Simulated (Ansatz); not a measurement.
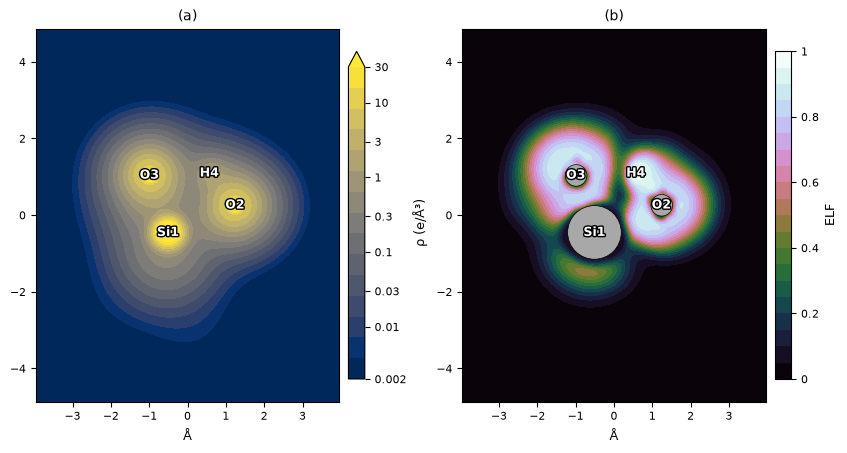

Figure. H₆O₂Si₂. (a) electron density; (b) ELF on the plane of atoms O2, Si1 and O3. Grey discs cover the atomic cores in the ELF map.

A transition-state structure; geometry: PBE0-D4/def2-TZVP.

Method: Ansatz 0.2.0, RKS PBE0-D4/def2-TZVPP.

| atom | x (Å) | y (Å) | z (Å) |
| --- | --- | --- | --- |
| Si | -0.6533 | 0.0053 | -0.5002 |
| O | 0.7170 | 1.0251 | -1.3143 |
| O | -0.5888 | -0.8920 | -1.7785 |
| H | 0.4520 | 0.2593 | -2.0103 |
| H | -1.7221 | 1.0392 | -0.3298 |
| Si | 0.1999 | -0.7176 | 1.5607 |
| H | 0.4794 | 1.8984 | -1.6501 |
| H | 0.4242 | 0.4482 | 2.4599 |
| H | -0.7892 | -1.6239 | 2.2031 |
| H | 1.4808 | -1.4417 | 1.3596 |

Q: Describe what can be read from this map.

A: The plane passes through Si, O and H nuclei. Si–O (1.56 Å): ρ at the midpoint is about 1.5 e/Å³; the ELF peaks at about 0.85 between the atoms: a polar covalent bond. The ELF also peaks beside O2 and O3, away from the bonds: lone-pair regions.
